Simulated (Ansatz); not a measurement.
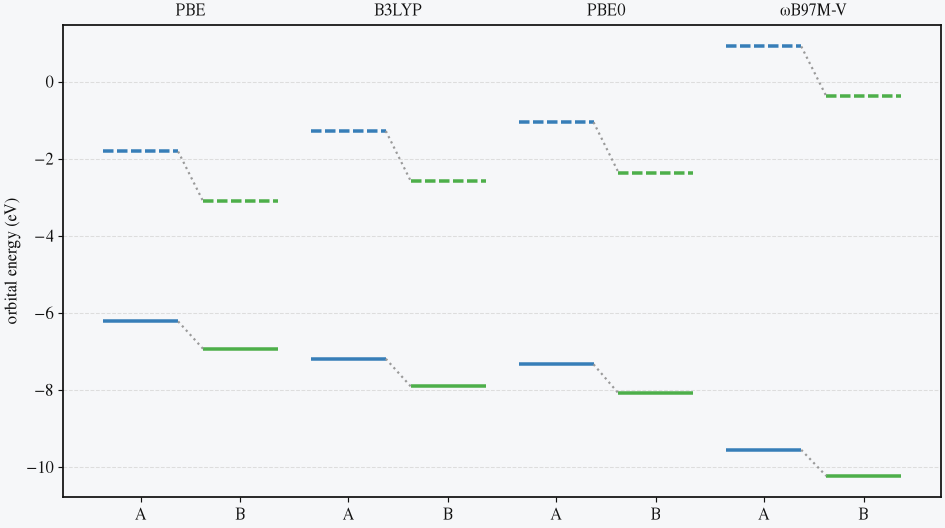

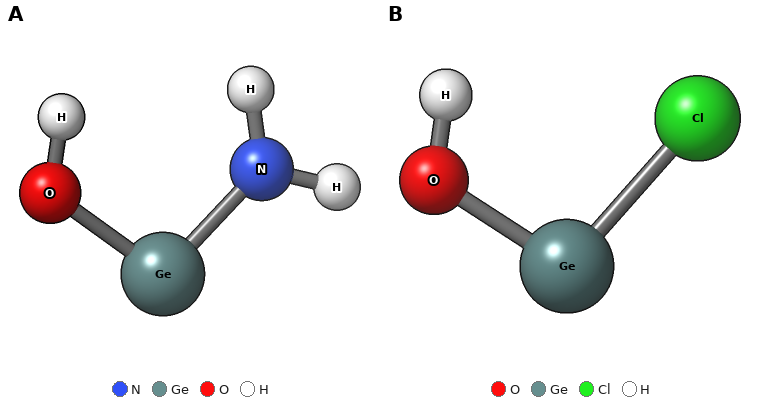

One change: A, GeNH₃O (SMILES [NH2][Ge][OH]), becomes B, GeHOCl (SMILES [OH][Ge][Cl]). NH₂ on Ge is replaced by Cl. HOMO (solid) and LUMO (dashed) computed in def2-TZVPP at PBE0-D4/def2-TZVP geometries, both minima by their frequencies, gas phase, the Ansatz code 0.2.0. Empty levels above zero depend strongly on the basis.

> What does the change do to HOMO and LUMO?

PBE: the HOMO falls by 0.71 eV, the LUMO falls by 1.29 eV, and the separation goes from 4.41 to 3.83 eV. B3LYP: the HOMO falls by 0.72 eV, the LUMO falls by 1.30 eV, and the separation goes from 5.91 to 5.33 eV. PBE0: the HOMO falls by 0.75 eV, the LUMO falls by 1.31 eV, and the separation goes from 6.28 to 5.73 eV. ωB97M-V: the HOMO falls by 0.68 eV, the LUMO falls by 1.29 eV, and the separation goes from 10.47 to 9.86 eV.

> Do the functionals agree on the effect?

They agree on the direction for both levels; the HOMO shift lies between −0.75 and −0.68 eV and the LUMO shift between −1.31 and −1.29 eV, while the separations themselves differ by up to 6.1 eV between functionals.
